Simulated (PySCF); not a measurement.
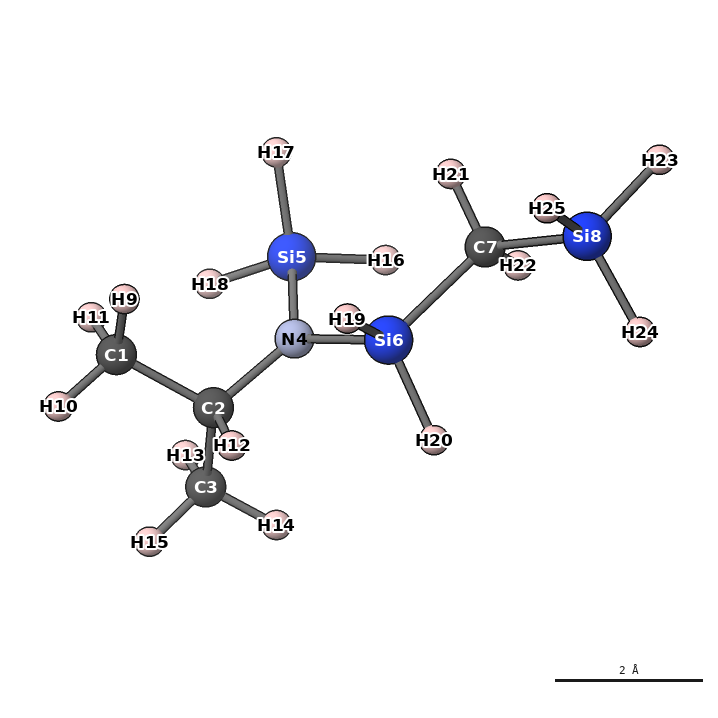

Atoms carry their numbers in the input. The geometry was computed by an optimisation with PBE0-D3(BJ)/def2-SVP. No frequency run is at hand to confirm it as a minimum.

**Describe the coordination of atom 8.**

Si8 has 4 neighbours (C7 at 1.88, H23 at 1.50, H24 at 1.50, H25 at 1.50 Å); the arrangement is tetrahedral.

**How are the neighbours of atom 5 arranged?**

Si5 has 4 neighbours (N4 at 1.75, H16 at 1.50, H17 at 1.50, H18 at 1.49 Å); the arrangement is tetrahedral.

**What is the geometry at C3?**

C3 has 4 neighbours (C2 at 1.52, H13 at 1.10, H14 at 1.10, H15 at 1.10 Å); the arrangement is tetrahedral.

**How are the neighbours of atom 2 arranged?**

C2 has 4 neighbours (C1 at 1.52, C3 at 1.52, N4 at 1.48, H12 at 1.11 Å); the arrangement is tetrahedral.

**What is the dihedral angle Si5–N4–Si6–C7?**

2° in size, that is syn (eclipsed).
